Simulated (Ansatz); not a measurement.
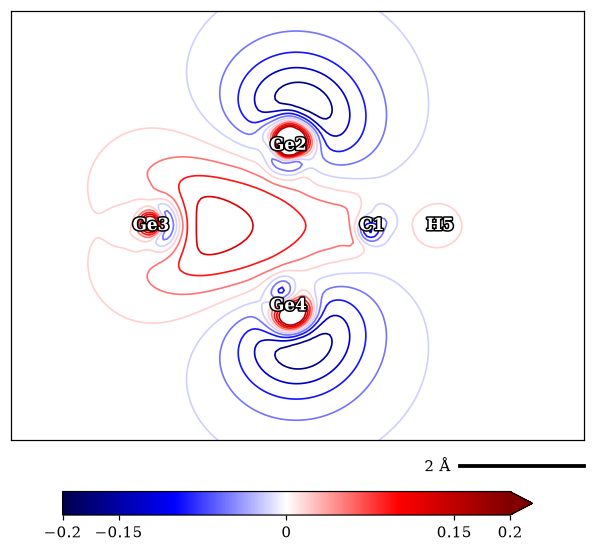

The picture shows: CH2Ge3 (SMILES [CH]1=[Ge]2[GeH]=[Ge]12). The HOMO−1 on the plane of atoms Ge4, C1 and H5 (values in Å⁻³ᐟ²; the overall sign is arbitrary).

Geometry: PBE0-D3(BJ)/def2-SVP.

Computed with Ansatz 0.2.0, isolated molecule in a Gaussian basis; Kohn-Sham density functional theory, functional PBE0.

Input

```
crystal:
  periodic: [false, false, false]
  atoms:
    - {symbol: C, position_ang: [-2.486859, -1.332721, 0.004315]}
    - {symbol: Ge, position_ang: [-2.497037, -2.216919, 1.639019]}
    - {symbol: Ge, position_ang: [-0.537324, -3.867424, 1.551103]}
    - {symbol: Ge, position_ang: [-0.928550, -2.258598, -0.406323]}
    - {symbol: H, position_ang: [-3.118468, -0.593396, -0.495059]}
    - {symbol: H, position_ang: [0.386745, -2.759073, 2.237215]}
basis:
  gaussian: {orbitals: def2-TZVPD}
hamiltonian: {xc: pbe0}
output: {forces: true, orbitals: {seedname: orbitals}}
```

Run with:

```sh
ansatz run input.yaml --threads 2 --pin off --max-ram 4350MiB --events-out events.jsonl --progress --plain --runs-dir runs
```

### Describe this orbital and give its energy.

It lies mainly on C1 (about 25 %), Ge2 (about 20 %), Ge4 (about 20 %), Ge3 (about 20 %) and H6 (about 10 %). Its energy is −7.03 eV.
